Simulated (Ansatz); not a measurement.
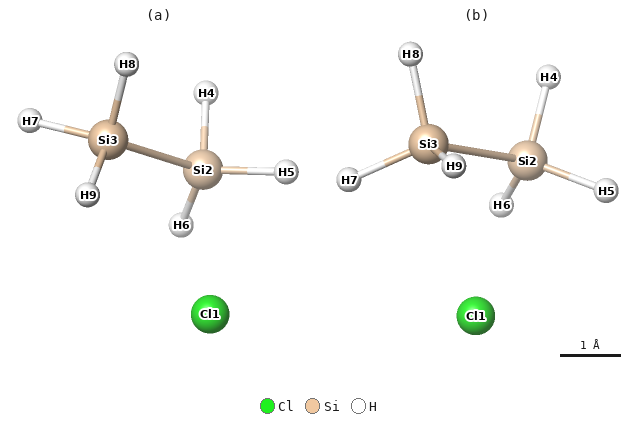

The structure of Si2H6Cl (charge −1) (coarse preliminary run) before (left) and after (right) a relaxation, at one scale.

Style: ball-and-stick. Shown from a free direction.

Theory: RKS PBE-D4/def2-SVPD in Ansatz.

Input file:
```yaml
crystal:
  periodic: [false, false, false]
  atoms:
    - {symbol: Cl, position_ang: [0.049600, -1.027200, -2.461100]}
    - {symbol: Si, position_ang: [0.343800, 0.897200, -0.513300]}
    - {symbol: Si, position_ang: [-0.358100, -0.764400, 0.896700]}
    - {symbol: H, position_ang: [0.556400, 2.059700, 0.447300]}
    - {symbol: H, position_ang: [1.693700, 0.811300, -1.051400]}
    - {symbol: H, position_ang: [-0.649800, 1.509900, -1.386200]}
    - {symbol: H, position_ang: [-1.600800, -0.399700, 1.615800]}
    - {symbol: H, position_ang: [0.585200, -0.964400, 2.023000]}
    - {symbol: H, position_ang: [-0.620000, -2.122300, 0.429100]}
basis:
  gaussian: {orbitals: def2-SVPD}
total_charge: -1
hamiltonian: {xc: pbe, dispersion: d4}
relax: {f_tol: 0.03, max_steps: 250}
```

Run as
```bash
ansatz run in.yaml --threads 4 --pin off --events-out ev --progress --plain --max-ram 9574MiB
```

Summarise the run.

The atom that moves furthest after the best rigid fit is H7 (1.03 Å). Largest moves by element: H 1.03 Å, Cl 0.88 Å, Si 0.19 Å. Some distances before and after: Cl1–Si3 3.393 → 3.009 Å, Cl1–Si2 2.754 → 3.000 Å, Si3–H8 1.483 → 1.538 Å, Si2–Si3 2.289 → 2.340 Å. Among the angles between lasting bonds that change: H7–Si3–H9 103.5° → 111.8°, Si2–Si3–H9 122.2° → 114.8°, Si3–Si2–H4 102.0° → 107.4°. Groups turn about Si2–Si3 by about 55°. After 16 geometry steps the energy has fallen by 0.267 eV. The largest force component goes from 0.83 to 0.012 eV/Å. The forces were under the threshold at step 3, but the run went on from there. The run took 14 s on 4 threads of Intel Xeon Platinum 8488C (shared host).
